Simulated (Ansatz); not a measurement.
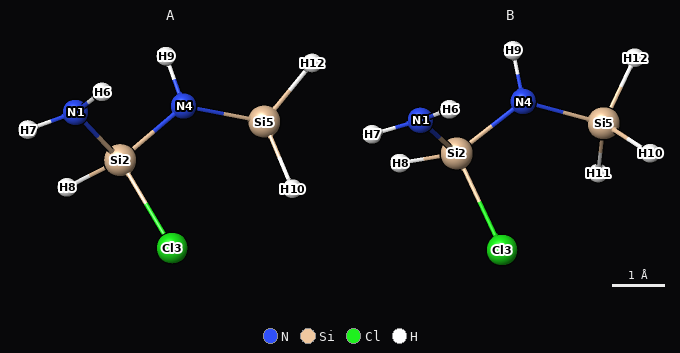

Two geometries of Si2N2H7Cl, drawn at one scale. One is the start of a relaxation, the other its converged end. The picture is a ball-and-stick view, seen at a tilt.

Computed with Ansatz 0.2.0, RKS PBE0-D4/def2-TZVP. Set-up: force threshold 0.005 eV/Å; at most 150 steps.

**Which of the two is the end point?**

Structure B is the relaxed one. The start comes from PBE-D4/def2-SVP. Over 21 accepted moves (22 points after the start) the energy falls by 10.6 kJ/mol. The largest force component goes from 0.62 to 0.0034 eV/Å. The line search rejected the trial step at point 13 of the run. The largest move after the best rigid fit is that of H11, 1.06 Å. Largest moves by element: H 1.06 Å, Cl 0.69 Å, N 0.20 Å, Si 0.20 Å. Some distances before and after: Si2–N4 1.738 → 1.706 Å, N1–Si2 1.728 → 1.698 Å, Si2–Cl3 2.101 → 2.073 Å, Si5–H11 1.509 → 1.484 Å. Bond angles that change, for instance: N4–Si5–H10 108.9° → 112.5°, Si2–N4–H9 111.3° → 114.8°, Si2–N4–Si5 133.2° → 129.9°. Groups turn about N4–Si5 by about 45°.
